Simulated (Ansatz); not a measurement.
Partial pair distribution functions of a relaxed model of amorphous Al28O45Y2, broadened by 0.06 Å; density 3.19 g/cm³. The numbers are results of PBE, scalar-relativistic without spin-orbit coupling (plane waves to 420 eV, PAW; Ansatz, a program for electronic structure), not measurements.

A CHGNet melt-quench gave the starting glass, which DFT then relaxed. O atoms were pushed apart under 1.9 Å during the dynamics, to hinder bonds among them. The hot cell started wider than the set density and was brought back towards it in steps. It is the lowest in DFT energy of 2 quenches. It is a model cell: composition and starting density were chosen by hand, and all elements were melted together. No dispersion term was used. Its density started from a set value of 3.27 and ended at 3.19 g/cm³. The quench (nominally 340 K/ps over its main leg) was far faster than any real one, so the model tends to hold more defects than a real film. A cell of this size samples the disorder only roughly. Volume and shape were free in the relaxation.

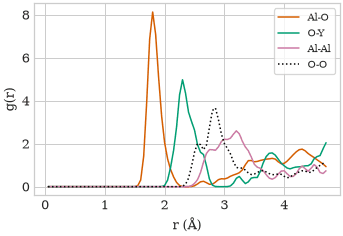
Figure. Partial pair distribution functions

Highest peaks under 4.5 Å: Al-O near 1.80 Å, O-Y near 2.30 Å, Al-Al near 3.20 Å, O-O near 2.85 Å; pairs of few atoms are noisy.

Within 2.30 Å each Al has 4.57 O neighbours on average.
